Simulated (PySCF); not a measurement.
**[GeH5]− (SMILES [H][Ge-]([H])([H])([H])[H]): B3LYP/STO-6G**

What is the vertical ionisation energy of [GeH5]− at B3LYP/STO-6G? The job is set up through a Python script.

The results are computed with PySCF 2.14.0.

5 further runs of the same task are left out: 5 set aside as unsound or not needed.

### 1 The system as given

The species is [GeH5]− (6 atoms), meant as a singlet with charge -1. SMILES: `[H][Ge-]([H])([H])([H])[H]`. Geometry: a GFN2-xTB relaxation, a rough one for these elements and not checked as a minimum.

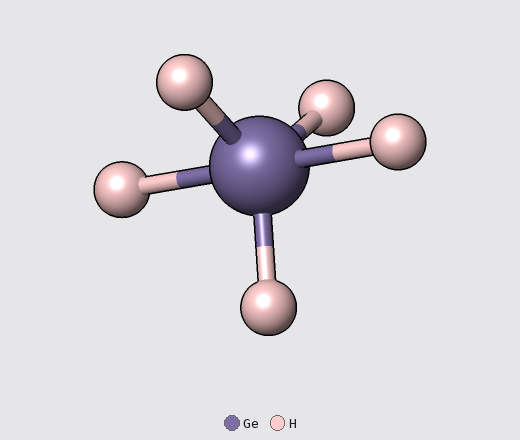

The structure, seen from a chosen angle (germanium purple, hydrogen pink).

### 2 A single-point energy at B3LYP/STO-6G

mol.xyz

```xyz
6
GeH5
Ge     0.000170    -0.001050     0.006590
H     -0.023480    -0.005740     1.768690
H      0.022000     0.009450    -1.774870
H      1.514900     0.010990     0.015670
H     -0.767040     1.304120     0.000050
H     -0.746540    -1.317780    -0.016130
```

input.py

```python
from pyscf import gto, dft

molecule = gto.Mole()
molecule.atom = 'mol.xyz'
molecule.verbose = 3
molecule.charge = -1
molecule.max_memory = 1860
molecule.basis = 'sto-6g'
molecule.spin = 0
molecule.build()

mf = dft.RKS(molecule, xc='b3lyp')
mf.conv_tol = 1e-10
mf.grids.level = 5
mf.kernel()
if not mf.converged:
    mf = mf.newton().run(mf.mo_coeff, mf.mo_occ)

energy = mf.e_tot
print('Final energy', energy)
```

On the command line:

```sh
$ OMP_NUM_THREADS=1 python input.py
```

Log:

```text
converged SCF energy = -2068.41074394281
Final energy -2068.410743942811
```

Wall time 4.5 s (1 thread of Arm Neoverse V1, shared host); peak memory 0.21 GiB.

### 3 Doublet neutral GeH5, same level

input.py

```python
from pyscf import gto, dft

mol = gto.M(
    atom='''
Ge     0.000321    -0.001984     0.012453
H     -0.044371    -0.010847     3.342340
H      0.041574     0.017858    -3.354018
H      2.862746     0.020768     0.029612
H     -1.449496     2.464430     0.000094
H     -1.410756    -2.490243    -0.030481
''',
    max_memory=1860,
    verbose=4,
    charge=0,
    basis='sto-6g',
    unit='bohr',
    spin=1,
)

mf = dft.UKS(mol, xc='b3lyp')
mf.conv_tol = 1e-10
mf.grids.level = 5
mf.kernel()
if not mf.converged:
    mf = mf.newton().run(mf.mo_coeff, mf.mo_occ)

energy = mf.e_tot
print('Final energy', energy)
```

On the command line:

```sh
$ OMP_NUM_THREADS=1 python input.py
```

Log:

```text
PySCF version 2.14.0

[... 55 lines left out ...]
WARN: HOMO -0.330788038069147 >= LUMO -0.330788038069148
[... 42 lines left out ...]
converged SCF energy = -2068.51402284867  <S^2> = 0.7664025  2S+1 = 2.0163358
Final energy -2068.514022848669
```

Wall time 6.9 s (1 thread of Arm Neoverse V1, shared host); peak memory 0.22 GiB.

### 4 What came out

Level: B3LYP/STO-6G.

| quantity | value |
| --- | --- |
| singlet [GeH5]−: total energy | -2068.41074 Eh |
| singlet [GeH5]−: HOMO energy | 6.32 eV |
| singlet [GeH5]−: LUMO energy | 16.11 eV |
| singlet [GeH5]−: HOMO–LUMO gap (to an unbound level, set by the basis) | 9.79 eV |
| doublet neutral GeH5: total energy | -2068.51402 Eh |
| doublet neutral GeH5: dipole moment | 0.01 D |
| doublet neutral GeH5: HOMO energy (highest over α and β) | -4.00 eV |
| doublet neutral GeH5: LUMO energy (lowest over α and β) | -0.47 eV |
| doublet neutral GeH5: ⟨S²⟩ | 0.766 |
| vertical detachment energy (to the doublet neutral) | -2.810 eV |

In words: The species is unbound against losing an electron at this level, by 2.81 eV (−65 kcal/mol); missing correlation or diffuse functions can give that sign where the real anion is bound. In a minimal basis such a difference can be off by several eV, whatever the method. Mulliken charges (singlet [GeH5]−) run from -0.37 on H3 to +0.39 on Ge1. The HOMO (singlet [GeH5]−) lies at positive energy, 6.32 eV; only total energies tell whether the electron is bound.
